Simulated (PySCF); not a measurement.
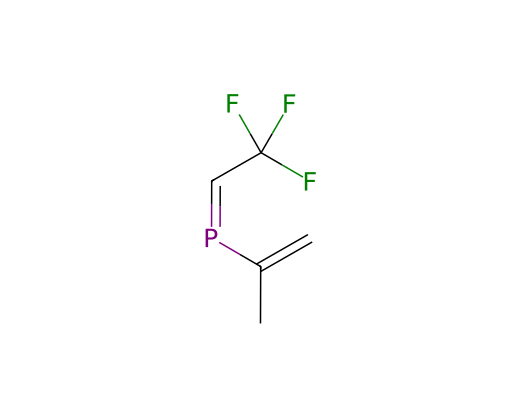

The computed structure is the end point of a GFN2-xTB optimisation. No frequency run is at hand to confirm it as a minimum. Method: ωB97X-D/def2-SVPD, gas phase (PySCF 2.14.0). Excitations: vertical, linear response.

What does the calculation give?

The species is C5H6F3P (`C=C(C)/P=C\C(F)(F)F`).
- dipole moment: 1.88 D
- HOMO energy (Kohn–Sham orbital): −9.42 eV
- LUMO energy (Kohn–Sham orbital): −0.75 eV
- HOMO–LUMO gap: 8.67 eV
- mean static polarisability: 87.1 bohr³
- lowest vertical singlet excitation: 4.04 eV
- its oscillator strength: 0.014
- brightest of the 8 lowest singlets: 5.53 eV
- its oscillator strength: 0.22

The geometry is semi-empirical. Around P such bond lengths and angles can be off by a tenth of an ångström or more and by several degrees, and values that hang on the shape move with them.
